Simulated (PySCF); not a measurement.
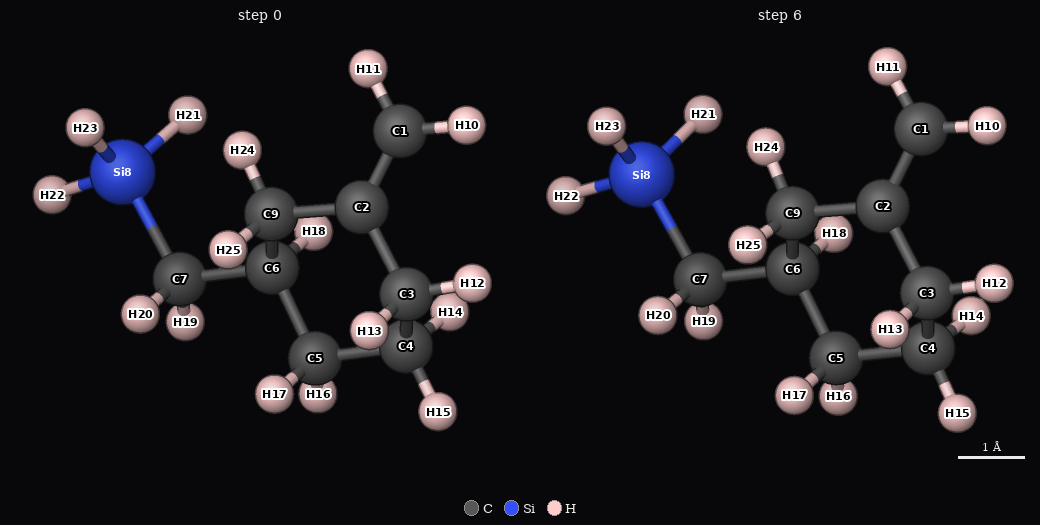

The structure of C₈H₁₆Si before (left) and after (right) a relaxation, at one scale.

Style: ball-and-stick. Shown at a tilt.

The start comes from GFN2-xTB. Its atoms were then displaced at random by about 0.01 Å.

These are results of PBE0-D3(BJ)/def2-SVP geometry optimisation, gas phase in PySCF 2.14.0, density-fitted response routines, not measurements. 

Question: Describe what moved and what it gained.

Answer: The largest move after the best rigid fit is that of H22, 0.11 Å. By element the largest moves are H 0.11 Å, C 0.10 Å, Si 0.04 Å. Some distances before and after: Si8–H21 1.463 → 1.497 Å, C1–C2 1.308 → 1.337 Å, C4–C5 1.495 → 1.523 Å, C3–H12 1.076 → 1.101 Å. Among the angles between lasting bonds that change: C2–C3–C4 107.2° → 110.8°, C5–C4–H14 112.7° → 109.3°, H10–C1–H11 113.8° → 117.2°. Over 6 geometry steps the energy falls by 0.210 eV.
